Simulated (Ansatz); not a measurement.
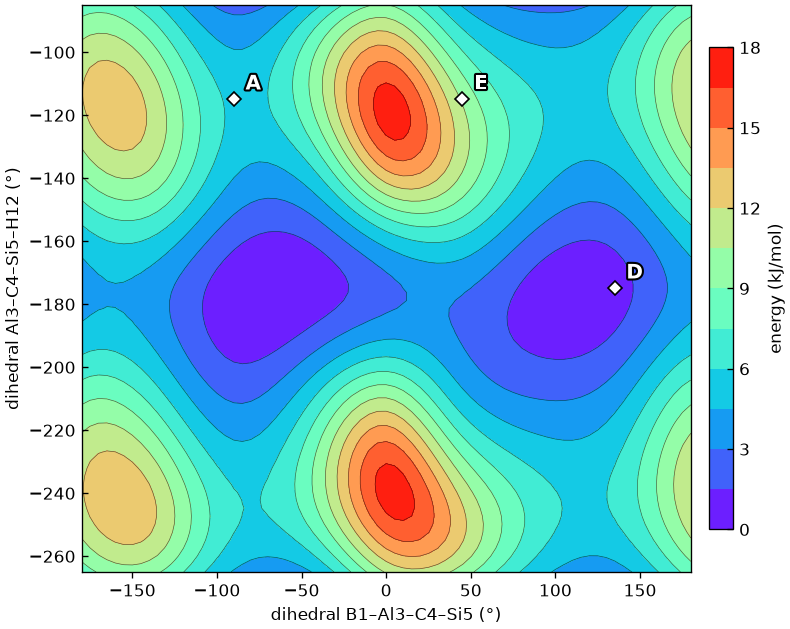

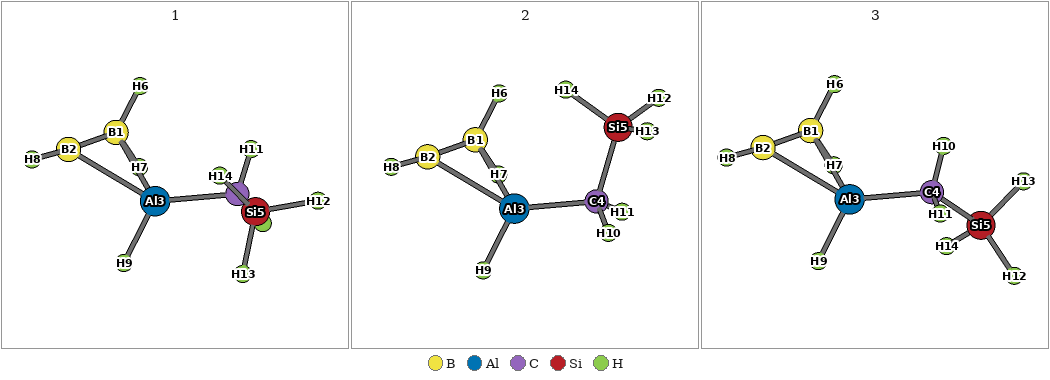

CH₉AlB₂Si. 
- First axis: dihedral B1–Al3–C4–Si5. Second axis: dihedral Al3–C4–Si5–H12.
- Nothing is relaxed (all other coordinates rigid).
- The grid has 8 × 7 points.
- Energies are in kJ/mol, from the relaxed molecule at the same level.
- Level of theory: Ansatz 0.2.0, RKS PBE-D4/def2-SVP.

The picture shows filled contours, lettered points. Between grid points the surface is interpolated. The numbered pictures are the structures at these points, in random order.

Which structure belongs to which point?

A is structure 3: dihedral B1–Al3–C4–Si5 = −90°, dihedral Al3–C4–Si5–H12 = −115°, 5.6 kJ/mol; D is structure 1: dihedral B1–Al3–C4–Si5 = 135°, dihedral Al3–C4–Si5–H12 = −175°, 0.9 kJ/mol; E is structure 2: dihedral B1–Al3–C4–Si5 = 45°, dihedral Al3–C4–Si5–H12 = −115°, 10.3 kJ/mol.
